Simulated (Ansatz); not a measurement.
## Electronic structure of AlH2N2 (SMILES N#[N+][AlH2]) (charge +1) in real space

```xyz
5

Al    0.7751    0.3027    0.0867
N    -0.0089   -1.5524   -2.4809
N     0.2563   -0.9250   -1.6124
H     2.2357    0.7088   -0.2554
H    -0.5352    0.2526    0.9209
```

Geometry: B3LYP/6-31G*.

All numbers below come from isolated molecule in a Gaussian basis; Kohn-Sham density functional theory, functional PBE0 (Ansatz).

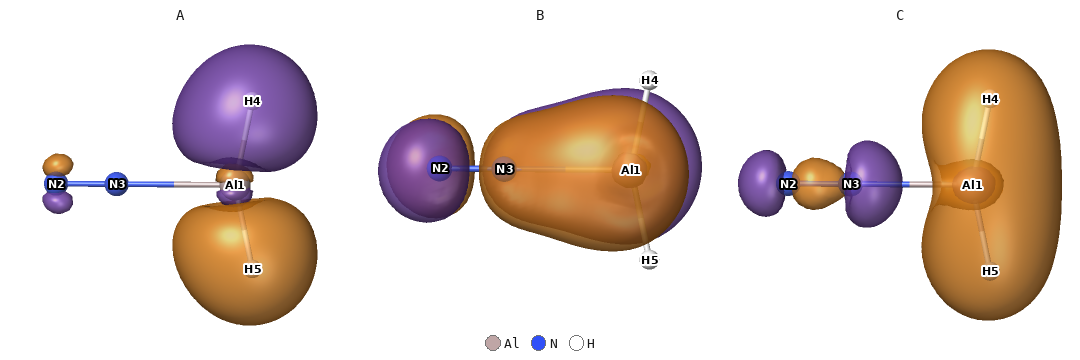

Figure 1. Three frontier orbitals at ±0.1 Å⁻³ᐟ² (orange and purple are the two phases), in no order.

Q: Which picture is the HOMO−1, the HOMO and the LUMO?

A: C is the HOMO−1 (−17.04 eV). Its weight (Hirshfeld) is mainly on Al1 (about 50 %), H4 (about 20 %), H5 (about 20 %) and N3 (about 5 %); it is symmetric in the molecular plane (an in-plane orbital: σ, lone-pair or in-plane π type). A is the HOMO (−15.21 eV). By Hirshfeld shares it lies mainly on Al1 (about 40 %), H4 (about 30 %) and H5 (about 30 %); it is symmetric in the molecular plane (an in-plane orbital: σ, lone-pair or in-plane π type). B is the LUMO (−8.34 eV). By Hirshfeld shares it lies mainly on Al1 (about 45 %), N2 (about 25 %) and N3 (about 25 %); it changes sign across the molecular plane (π type); π-bonding across Al1–N3; π-antibonding (a node) across N2–N3.

Q: What is the HOMO–LUMO gap?

A: 6.87 eV between the orbital energies.

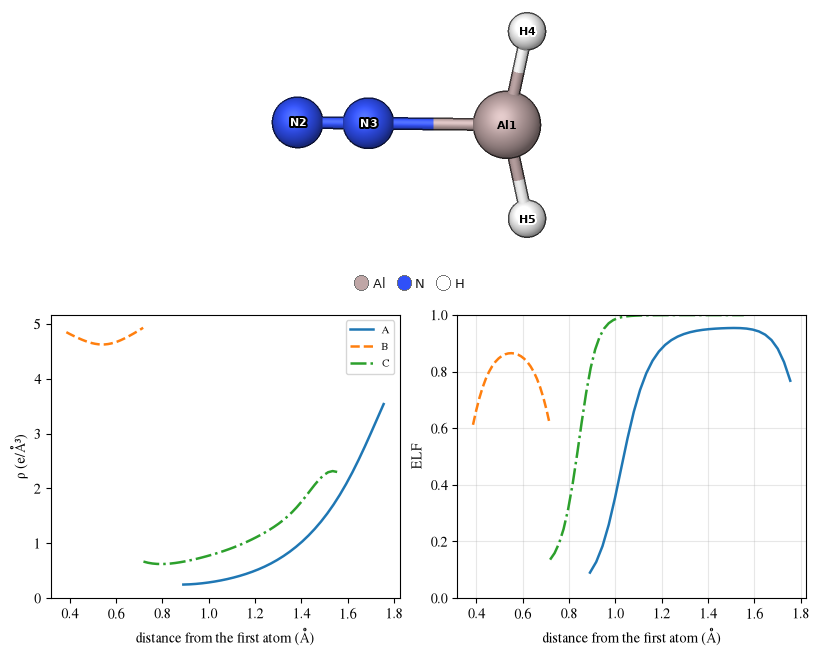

Figure 2. Total electron density and ELF along straight lines between neighbouring atoms. The curves leave out the atomic cores. The structure is drawn too.

Q: Which curve belongs to which contact (Al–H, Al–N and N–N)? The first atom named is at distance zero.

A: Curve A: Al–N (2.16 Å): ρ is about 0.35 e/Å³ halfway; the ELF peaks at about 0.95 in the valence shell of N, 0.6 Å from its nucleus, and is about 0.65 at the midpoint. Curve B: N–N (1.10 Å): ρ at the midpoint is about 4.6 e/Å³; the ELF peaks at about 0.85 between the atoms (a short, multiple covalent bond). Curve C: Al–H (1.55 Å): ρ is about 0.62 e/Å³ halfway; the ELF climbs to about 1 towards the hydrogen.

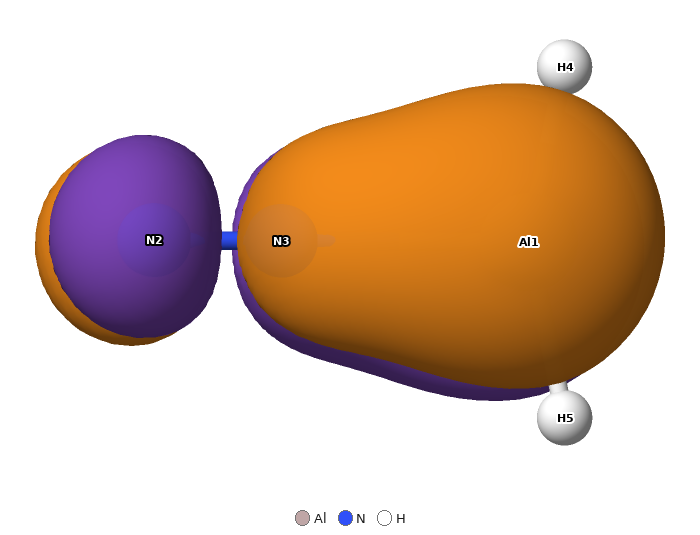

Figure 3. One frontier orbital at ±0.1 Å⁻³ᐟ² (orange and purple are the two phases), seen across its widest extent.

Q: Which orbital is it: HOMO or LUMO?

A: The LUMO, at −8.34 eV. Its weight (Hirshfeld) is mainly on Al1 (about 45 %), N2 (about 25 %) and N3 (about 25 %); it changes sign across the molecular plane (π type); π-bonding across Al1–N3; π-antibonding (a node) across N2–N3.
